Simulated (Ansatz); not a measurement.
# CF3 (trifluoromethyl radical) at UB3LYP/def2-SVPD

Aim: the energy change on altering one bond length of CF3 (trifluoromethyl radical) at UB3LYP/def2-SVPD, from 2 runs. 

The calculation is run with Ansatz 0.2.0.

32 further runs of the same task are left out: 32 set aside as unsound or not needed.

**1. The system as given**

CF3: 4 atoms, total charge 0, spin state doublet. As SMILES, `F[C](F)F`. The coordinates come from a PBE0-D4/def2-TZVP relaxation.

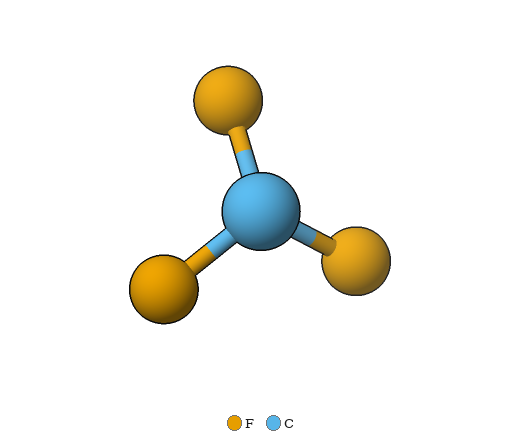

Viewed from a chosen angle; fluorine amber, carbon blue.

**2. The energy at UB3LYP/def2-SVPD**

input.yaml

```yaml
crystal:
  periodic: [false, false, false]
  atoms:
    - {symbol: F, position_ang: [-1.227500, 0.024900, 0.265400]}
    - {symbol: C, position_ang: [-0.039500, -0.059500, -0.286700]}
    - {symbol: F, position_ang: [0.658900, -1.044900, 0.227300]}
    - {symbol: F, position_ang: [0.608100, 1.079500, -0.205900]}
basis:
  gaussian: {orbitals: def2-SVPD}
magnetization: {spin_polarized: true, initial_magnetization: 1}
hamiltonian: {xc: {name: B3LYP}}
accuracy: high
output: {orbitals: {seedname: orbitals}}
```

Started as:

```sh
$ ansatz run input.yaml --threads 1 --pin off --max-ram 3480MiB --events-out events.jsonl --progress --plain --runs-dir runs
```

Output:

```text
Warning: RAYON_NUM_THREADS=1 ignored (pool sized by the plan → 1); use --threads N
Functional definition: B3LYP
  name "B3LYP"
  parameter a0 = 0.2
  parameter ax = 0.72
  parameter ac = 0.81
  exchange = (1 - a0 - ax)*slater_x + ax*b88_x + a0*exact_x
  correlation = (1 - ac)*vwn_rpa_c + ac*lyp_c
1772 factors; integrals over basis functions are off by at most 3.1e-9 eV
mean field evaluation 1: about -9177.1361 eV, gradient 2.6e1 eV
mean field evaluation 2: about -9174.7625 eV, gradient 3.9e1 eV
mean field evaluation 4: about -9179.0410 eV, gradient 4.8e-1 eV
mean field evaluation 8: about -9179.1584 eV, gradient 2.2e-2 eV
mean field evaluation 16: about -9179.1584 eV, gradient 1.4e-5 eV
mean field -9179.15835979 eV, -337.3278478654 hartree, gradient 2.0e-8 eV, S^2 0.751603; 0 other end points of the search recorded, 0 dependent functions left out
reference -9179.15839182 eV, -337.3278490423 hartree; 17, 16 occupied and 72, 73 virtual orbitals, 1772 factors
Total energy: -9179.15839182 eV, -337.3278490423 hartree
```

It took 7.5 s on 1 thread of Arm Neoverse V1, shared host; peak memory 0.33 GiB.

**3. The distorted shape, same level**

molecule.yaml

```yaml
basis:
  gaussian:
    orbitals: def2-SVPD
crystal:
  periodic: [false, false, false]
  atoms:
    - {symbol: F, position_ang: [-1.405656, 0.037557, 0.348194]}
    - {symbol: C, position_ang: [-0.039500, -0.059500, -0.286700]}
    - {symbol: F, position_ang: [0.658900, -1.044900, 0.227300]}
    - {symbol: F, position_ang: [0.608100, 1.079500, -0.205900]}
total_charge: 0
magnetization:
  spin_polarized: true
  initial_magnetization: 1
hamiltonian:
  xc: {name: B3LYP}
accuracy: high
output: {orbitals: {seedname: orbitals}}
```

Started as:

```sh
$ ansatz run molecule.yaml --threads 1 --pin off --max-ram 3480MiB --events-out events.jsonl --progress --plain --runs-dir runs
```

Output, cut to the lines that bear on the results:

```text
Warning: RAYON_NUM_THREADS=1 ignored (pool sized by the plan → 1); use --threads N
[... 7 set-up lines as earlier in the session ...]
1779 factors; integrals over basis functions are off by at most 2.8e-9 eV
mean field evaluation 1: about -9176.2036 eV, gradient 2.8e1 eV
mean field evaluation 2: about -9170.5619 eV, gradient 5.1e1 eV
mean field evaluation 4: about -9178.5777 eV, gradient 2.6e0 eV
mean field evaluation 8: about -9178.7027 eV, gradient 1.0e-1 eV
mean field evaluation 16: about -9178.7027 eV, gradient 1.1e-4 eV
mean field -9178.70274185 eV, -337.3111042147 hartree, gradient 1.4e-8 eV, S^2 0.751903; 0 other end points of the search recorded, 0 dependent functions left out
reference -9178.70277437 eV, -337.3111054099 hartree; 17, 16 occupied and 72, 73 virtual orbitals, 1779 factors
Total energy: -9178.70277437 eV, -337.3111054099 hartree
```

Wall time 7.5 s (1 thread of Arm Neoverse V1, shared host); peak memory 0.33 GiB.

**4. Summary of results**

Level: UB3LYP/def2-SVPD.

| quantity | value |
| --- | --- |
| first shape: total energy | -337.32785 Eh |
| first shape: HOMO energy (highest over α and β) | -7.78 eV |
| first shape: LUMO energy (lowest over α and β) | -3.11 eV |
| first shape: ⟨S²⟩ | 0.752 |
| distorted shape: total energy | -337.31111 Eh |
| distorted shape: HOMO energy (highest over α and β) | -8.45 eV |
| distorted shape: LUMO energy (lowest over α and β) | -3.79 eV |
| distorted shape: ⟨S²⟩ | 0.752 |
| energy change with the F1–C2 bond stretched from 1.313 to 1.510 Å | 0.456 eV |

**Reading.** With the F1–C2 bond stretched from 1.313 to 1.510 Å the energy rises by 0.46 eV (10.5 kcal/mol). The first shape isn't relaxed at this level, so the change isn't measured from a minimum.
